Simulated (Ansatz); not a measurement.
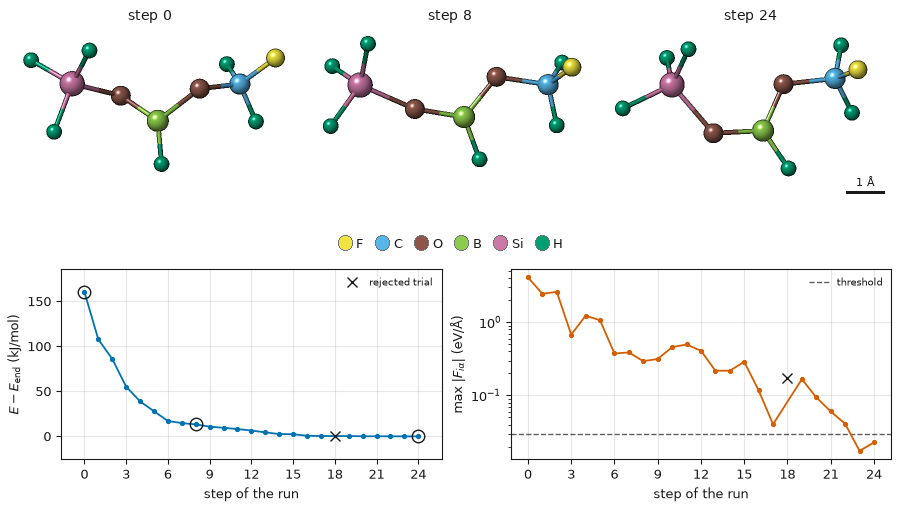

Frames of a relaxation of CH$_{6}$BFO$_{2}$Si (coarse preliminary run), marked on the history of the run. A ball-and-stick model, seen face on.

The start comes from a force field.

Method: RKS PBE-D4/def2-SVP (Ansatz 0.2.0).

Input file:
```yaml
crystal:
  periodic: [false, false, false]
  atoms:
    - {symbol: F, position_ang: [-3.007100, -0.025900, 1.391900]}
    - {symbol: C, position_ang: [-1.684500, -0.091700, 1.463200]}
    - {symbol: O, position_ang: [-1.213300, -0.464700, 0.189500]}
    - {symbol: B, position_ang: [0.359400, -0.573100, 0.291000]}
    - {symbol: O, position_ang: [1.136000, 0.571800, 0.015500]}
    - {symbol: Si, position_ang: [1.504600, 0.529600, -1.646700]}
    - {symbol: H, position_ang: [-1.422500, -0.853700, 2.243500]}
    - {symbol: H, position_ang: [-1.244700, 0.921600, 1.771400]}
    - {symbol: H, position_ang: [0.778900, -1.597000, 0.648600]}
    - {symbol: H, position_ang: [2.225500, -0.730700, -1.936700]}
    - {symbol: H, position_ang: [0.259700, 0.596900, -2.421400]}
    - {symbol: H, position_ang: [2.384900, 1.661900, -1.975700]}
basis:
  gaussian: {orbitals: def2-SVP}
hamiltonian: {xc: pbe, dispersion: d4}
relax: {f_tol: 0.03, max_steps: 200}
```

Run as
```bash
ansatz run in.yaml --threads 4 --pin off --events-out ev --progress --plain --max-ram 10444MiB
```

**What happens along the run?**

The largest move after the best rigid fit is that of O5, 1.50 Å. By element the largest moves are O 1.50 Å, H 1.04 Å, F 0.68 Å, B 0.30 Å, C 0.29 Å, Si 0.19 Å. Among the contacts that change: O3–B4 1.580 → 1.381 Å, B4–H9 1.163 → 1.217 Å, B4–O5 1.411 → 1.358 Å, F1–C2 1.326 → 1.373 Å. Among the angles between lasting bonds that change: B4–O5–Si6 106.8° → 127.7°, C2–O3–B4 107.0° → 121.0°, O3–B4–H9 116.1° → 121.1°. Groups turn about O5–Si6 by about 120°, O3–B4 by about 95°, C2–O3 by about 90°. Over 23 accepted moves (24 points after the start) the energy falls by 160.5 kJ/mol. Largest force component: 4.1 eV/Å at the start, 0.023 eV/Å at the end. The line search rejected the trial step at point 18 of the run. From step 0 to 8: O3 moves most (0.98 Å), energy −147.2 kJ/mol. From step 8 to 24: H12 moves most (0.96 Å), energy −13.3 kJ/mol.
